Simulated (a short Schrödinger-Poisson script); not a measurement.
System: gated Al0.33Ga0.67N/GaN polarisation-induced gas, at 300 K.

```tsv
layer	material	thickness (nm)	Na (cm⁻³)
1	Al0.33Ga0.67N	15	-
2	GaN	6000	5e15
```

Constants are typed, rounded textbook-type inputs, not results; the design itself was drawn at random and stands for no fabricated device. Al0.33Ga0.67N: permittivity 9.3, conduction-band edge (eV) 0.462, gap (eV) 4.09, electron mass (mₑ) 0.24, Nv at 300 K (cm⁻³) 4.6e19. GaN: permittivity 9.5, conduction-band edge (eV) 0, gap (eV) 3.43, Nv at 300 K (cm⁻³) 4.6e19.

Channel valleys (confinement mass, in-plane density-of-states mass, number): Γ 0.2, 0.2, 1. At the gate the conduction-band edge of layer 1 lies 1.27 eV − eVg above the Fermi level of the channel; the field vanishes at the back. Sheet of polarisation charge: +1.6e13 e/cm² at 15 nm from the gate. The barrier under the gate holds no holes. Gaps are held at their typed values at every temperature. Mesh 0.08 nm at interfaces.

From a short Schrödinger-Poisson script (our own, NumPy): 1D Poisson equation in equilibrium, electrons quantum, Hartree plus LDA exchange-correlation (BenDaniel-Duke, 40 states a valley, the channel's in-plane mass for all, wave functions free to enter the barrier), parabolic valleys, classical holes, full ionisation, no traps, pinning or gate leakage.

Only gate voltages with over 1e8 electrons/cm² are shown.

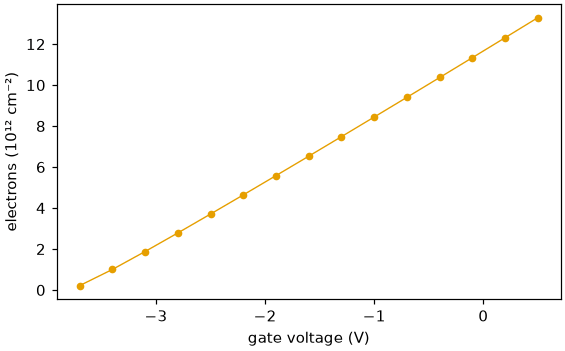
Figure: Sheet density against gate voltage

```csv
Vg (V),electrons (cm⁻²),in the channel layer,C (μF/cm²),Γ E0 (meV),Γ E1 (meV)
0.5,1.33e13,1.21e13,0.524,-143.2,10.0
0.2,1.23e13,1.13e13,0.521,-133.1,13.9
-0.1,1.13e13,1.05e13,0.519,-123.0,17.7
-0.4,1.04e13,9.69e12,0.517,-112.7,21.6
-0.7,9.40e12,8.85e12,0.515,-102.2,25.6
-1,8.44e12,8.00e12,0.513,-91.6,29.5
-1.3,7.48e12,7.14e12,0.510,-80.9,33.6
-1.6,6.53e12,6.27e12,0.508,-69.8,37.8
-1.9,5.58e12,5.39e12,0.505,-58.5,42.1
-2.2,4.64e12,4.51e12,0.501,-46.7,46.6
-2.5,3.71e12,3.62e12,0.496,-34.1,51.6
-2.8,2.78e12,2.73e12,0.489,-20.1,57.3
-3.1,1.88e12,1.85e12,0.478,-3.7,64.7
-3.4,1.00e12,9.92e11,0.455,18.6,76.7
-3.7,2.12e11,2.11e11,0.355,64.7,110.1
```

Subbands count from the Fermi level.
